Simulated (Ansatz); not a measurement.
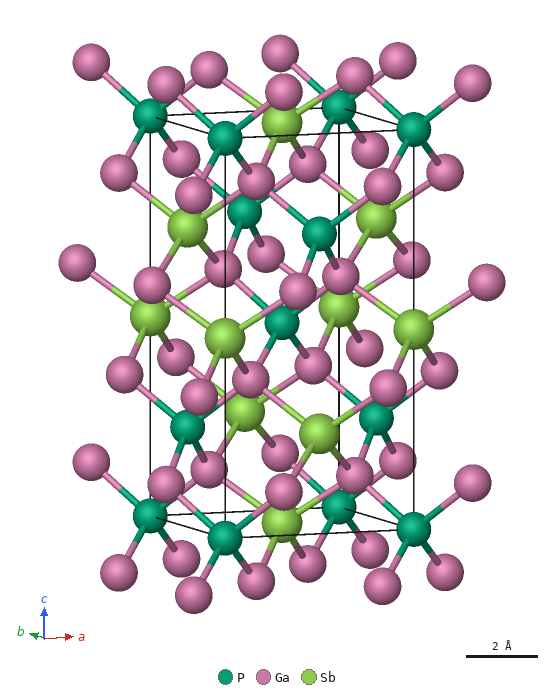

Crystal structure, ball-and-stick style, seen slightly off an axis. One conventional unit cell is framed, with atoms on its boundary repeated. Atoms outside the box are added where they are bonded to one inside.

Ga2SbP, space group I-42d (No. 122), a = 5.795 Å, b = 5.795 Å, c = 11.495 Å, α = 90.00°, β = 90.00°, γ = 90.00°. Origin of the cell: a structure type filled with these elements by a generator (whether the compound takes this form wasn't checked). Earlier steps of the study, as a rule a relaxation of our own, may have changed the cell and positions, so they can lie some per cent off the listed ones. Ansatz was used for an electronic-structure calculation on it.

This one geometry was computed with Ansatz (DFT, plane waves, PAW) at five levels of theory: r2SCAN, HSE06, PBE, PBE with spin-orbit coupling and PBE0. It was relaxed beforehand with r2SCAN.

Question: Which level gives the highest pressure at this volume, and what does that say about its equilibrium volume?

Answer: Highest: PBE (2.1 GPa) and PBE with spin-orbit coupling (2.1 GPa), which points to the largest equilibrium volume. Lowest, with the smallest volume: r2SCAN (0.0 GPa), HSE06 (0.3 GPa) and PBE0 (0.1 GPa). Levels within 0.5 GPa of each other can't be told apart.

Question: How does the band gap change with the level of theory?

Answer: PBE with spin-orbit coupling: a gap of 0.67 eV, direct; PBE: a gap of 0.77 eV, direct; r2SCAN: a gap of 1.23 eV, direct; HSE06: a gap of 1.60 eV, direct; PBE0: a gap of 2.20 eV, direct.

Question: Collect the results in a table.

Answer:
| level | cutoff (eV) | k-mesh of the run's cell | gap (eV) | pressure (GPa) |
| --- | --- | --- | --- | --- |
| r2SCAN | 500 | 6×6×6 | 1.23 | 0.0 |
| HSE06 | 420 | 4×4×4 | 1.60 | 0.3 |
| PBE | 420 | 6×6×6 | 0.77 | 2.1 |
| PBE with spin-orbit coupling | 420 | 6×6×6 | 0.67 | 2.1 |
| PBE0 | 420 | 4×4×4 | 2.20 | 0.1 |

Gaps are taken on the k-mesh or band path of each run.
